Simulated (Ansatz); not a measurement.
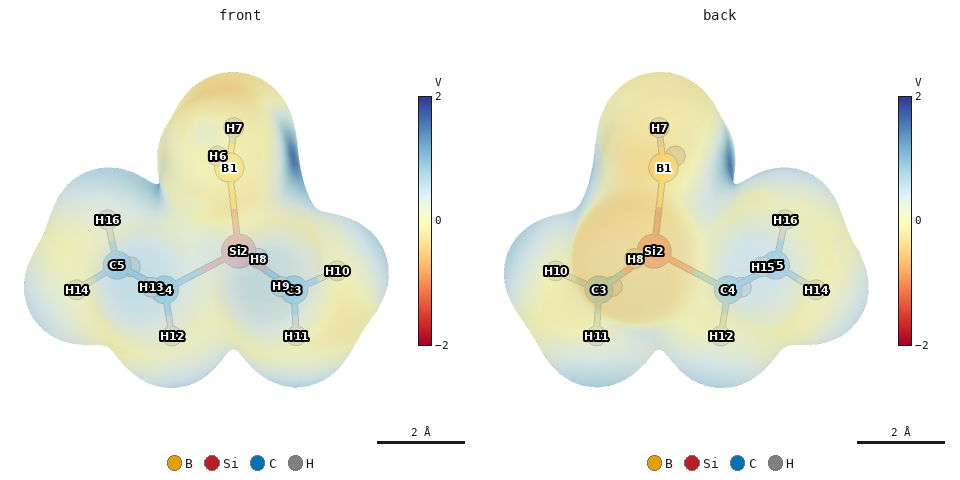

C$_{3}$H$_{11}$BSi (SMILES B[SiH](C)CC). The molecular electrostatic potential painted on the density surface at 0.002 e/bohr³, seen from the front and from behind; the colour scale runs from red (negative) to blue (positive).

All numbers below come from RKS PBE-D4/6-31G in Ansatz.

```tsv
atom	x (Å)	y (Å)	z (Å)
B	0.1031	1.0813	-1.8579
Si	0.6159	-0.2646	-0.4330
C	2.3299	0.1757	0.3526
C	-0.7331	-0.2332	0.9735
C	-2.1412	-0.6387	0.4964
H	0.0955	2.2589	-1.5837
H	-0.2236	0.7823	-2.9805
H	0.6841	-1.6950	-0.9587
H	2.3079	1.1962	0.7703
H	3.1382	0.1208	-0.3947
H	2.5596	-0.5344	1.1651
H	-0.3829	-0.9155	1.7718
H	-0.7450	0.7844	1.4079
H	-2.8620	-0.6579	1.3339
H	-2.1369	-1.6435	0.0384
H	-2.5319	0.0665	-0.2592
```

Describe the electrostatic potential map.

The most negative region (about −0.4 V) lies over H8, the most positive (about +1.5 V) over B1.
